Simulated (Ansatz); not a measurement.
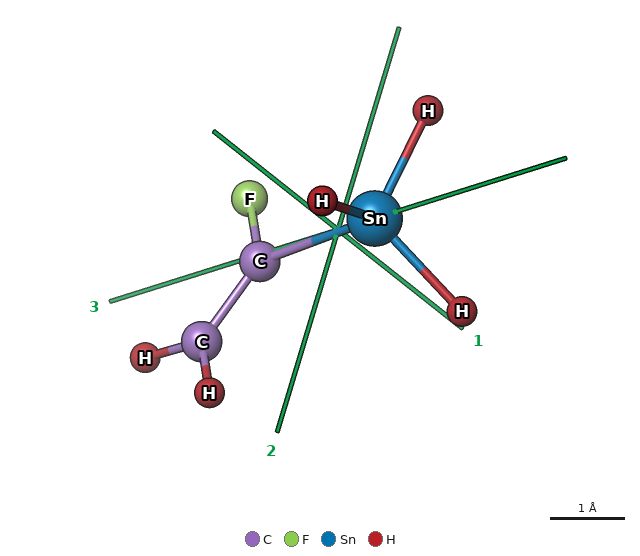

The three principal axes of inertia are drawn and numbered. Distant atoms are faded towards the background colour. The computed structure is the end point of a PBE-D4/def2-SVP optimisation. No frequency run is at hand to confirm it as a minimum. Masses are those of the most abundant isotopes; constants are for the rigid equilibrium geometry.

> Which line is the a axis (least moment of inertia), which b and which c?

a is line 3, b is line 2, c is line 1; the moments are 55.8, 249, 297 u Å².

> What kind of rotor is it, and what are its rotational constants in cm⁻¹?

An asymmetric top (Cs): A = 0.302, B = 0.0676, C = 0.0568 cm⁻¹. Ray's parameter κ is −0.91, close to the prolate limit.
